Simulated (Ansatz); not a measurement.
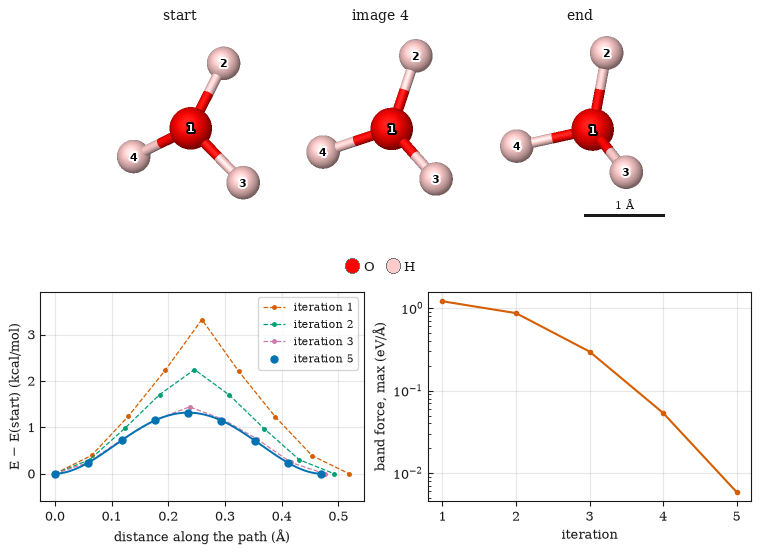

NEB run on H3O (charge +1). Images are numbered from 0 (start) to 8 (end). The plot follows the band through its iterations. A ball-and-stick model, seen at a tilt.

Method: Ansatz 0.2.0, RKS PBE0-D4/def2-TZVP.

Input
```yaml
crystal:
  periodic: [false, false, false]
  atoms:
    - { symbol: O, position_ang: [0.181047, -0.056462, -0.052457] }
    - { symbol: H, position_ang: [0.219448, 0.918706, 0.014973] }
    - { symbol: H, position_ang: [-0.408719, -0.368453, -0.76787] }
    - { symbol: H, position_ang: [0.008224, -0.493791, 0.805364] }
total_charge: 1
basis:
  gaussian: { orbitals: def2-TZVP }
hamiltonian:
  xc: pbe0
  dispersion: d4
neb:
  order_check: false
  images: 7
  f_tol: 0.03
  max_iterations: 60
  final_atoms:
    - { symbol: O, position_ang: [-0.18103207, 0.0564097, 0.05249543] }
    - { symbol: H, position_ang: [0.34013604, 0.88109319, -0.02000851] }
    - { symbol: H, position_ang: [-0.28803124, -0.40608042, -0.80286023] }
    - { symbol: H, position_ang: [0.12892726, -0.53142246, 0.77038331] }
  initial_path:
    images:
      - { positions_ang: [[0.181047, -0.056462, -0.052457], [0.219448, 0.918706, 0.014973], [-0.408719, -0.368453, -0.76787], [0.008224, -0.493791, 0.805364]] }
      - { positions_ang: [[0.13508548, -0.03646453, -0.04843582], [0.24354758, 0.92639228, 0.02470408], [-0.40002012, -0.39231965, -0.77732668], [0.02138705, -0.4976081, 0.80106843]] }
      - { positions_ang: [[0.08912396, -0.01646705, -0.04441465], [0.26764717, 0.93407855, 0.03443515], [-0.39132123, -0.41618631, -0.78678336], [0.03455011, -0.50142519, 0.79677285]] }
      - { positions_ang: [[0.04316244, 0.00353042, -0.04039347], [0.29174675, 0.94176483, 0.04416623], [-0.38262235, -0.44005296, -0.79624004], [0.04771316, -0.50524229, 0.79247728]] }
      - { positions_ang: [[-0.00279908, 0.02352789, -0.03637229], [0.31584633, 0.94945111, 0.05389731], [-0.37392347, -0.46391961, -0.80569672], [0.06087622, -0.50905939, 0.78818171]] }
      - { positions_ang: [[-0.04735733, 0.03174834, -0.01415536], [0.32191876, 0.93236163, 0.03542085], [-0.35245041, -0.44945981, -0.8049876], [0.07788898, -0.51465016, 0.78373211]] }
      - { positions_ang: [[-0.09191557, 0.03996879, 0.00806157], [0.32799119, 0.91527215, 0.0169444], [-0.33097735, -0.43500002, -0.80427848], [0.09490174, -0.52024093, 0.77928251]] }
      - { positions_ang: [[-0.13647382, 0.04818925, 0.0302785], [0.33406362, 0.89818267, -0.00153206], [-0.30950429, -0.42054022, -0.80356935], [0.1119145, -0.52583169, 0.77483291]] }
      - { positions_ang: [[-0.18103207, 0.0564097, 0.05249543], [0.34013604, 0.88109319, -0.02000851], [-0.28803124, -0.40608042, -0.80286023], [0.12892726, -0.53142246, 0.77038331]] }
```

Launched with:
```bash
ansatz run input.yaml --threads 1 --pin off --max-ram 2048MiB --backend cpu --events-out ev --progress --plain --runs-dir out
```

### Did the band converge, and can the barrier be trusted?

The result is final at these settings. The band converged in 5 iterations. The largest component of the band force went from 1.2 to 0.0059 eV/Å. The climbing image converged on the top of the path. Its vibrational analysis gives one imaginary mode (595i cm⁻¹), as a transition state must have. The first iteration put the highest image at 3.32 kcal/mol. The barrier is about 1.32 kcal/mol in both directions, with image 4 at the top; the ends have the same energy.

The run took 18 s on 1 thread of Arm Neoverse V1, on a shared host, peak memory 0.08 GiB.
